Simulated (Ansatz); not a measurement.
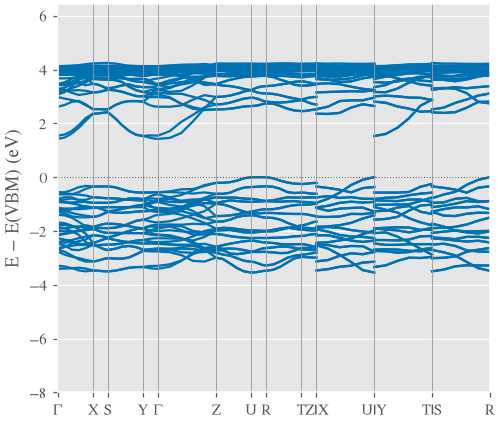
Band structure from DFT-r²SCAN in the program Ansatz with PAW potentials

Q: Read off the gap and where the band edges lie.

A: About 1.4 eV (1.42 eV by a search for the band edges); maximum at U, minimum at Γ.

Q: Which of these materials gives this?
A. FeAs2, Pnnm (Fe on 2a, As on 4g)
B. S, S12-ring
C. La4S3N2, Pnnm (Pearson symbol oP18)
D. PdS2, Pbca (Pd on 4a, S on 8c)

A: C, La4S3N2, Pnnm (Pearson symbol oP18)

The workflow started from a Materials Project entry (that database holds measured and hypothetical structures alike); the Crystallography Open Database copy checked does not list it. Whether it is the stable phase at ambient conditions was not checked. The cell was relaxed with r²SCAN under the symmetry of its start; whether a distortion lowers the energy is not shown. Spin–orbit coupling is left out wherever it is not named.

Potentials: the later of the program's two PAW sets.
